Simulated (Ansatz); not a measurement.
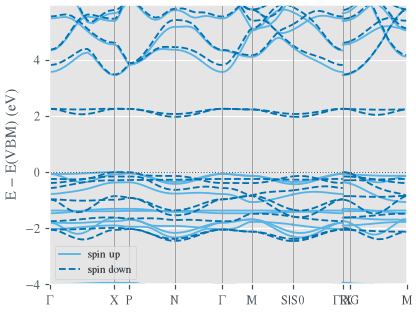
Fig. 1. Band structure from plane-wave PAW r²SCAN (Ansatz code)

**Question.** Read off the gap and where the band edges lie.

**Answer.** About 2.0 eV (1.97 eV by a search for the band edges); maximum at X, minimum on the S0–Γ line, 10 % of the way from S0.

**Question.** Which of these materials gives this?
A. Ca2Bi, I4/mmm (Ca on 4e, Ca on 4c, Bi on 4e)
B. Ba2HfO4, I4/mmm (Ba on 4e, Hf on 2a, O on 4c, O on 4e)
C. KMnF3, I4/mcm (K on 4b, Mn on 4c, F on 4a, F on 8h)
D. Cs2NiO2, I4/mmm (Cs on 4e, Ni on 2a, O on 4e)

**Answer.** D, Cs2NiO2, I4/mmm (Cs on 4e, Ni on 2a, O on 4e)

The first step of the workflow began from a Materials Project structure, measured or hypothetical; the Crystallography Open Database copy checked does not list it. Whether it is the stable phase at ambient conditions was not checked. The r²SCAN relaxation kept the symmetry of its start; whether a distortion lowers the energy is not shown. Magnetic state: ferromagnetic, the only order run, not a proven ground state. The cell computed holds one magnetic atom, so no antiferromagnetic order was within reach. Other orbital occupations within this spin state were not tried. No Hubbard U is applied. Spin–orbit coupling is left out wherever it is not named.

Potentials: the later of the program's two PAW sets.
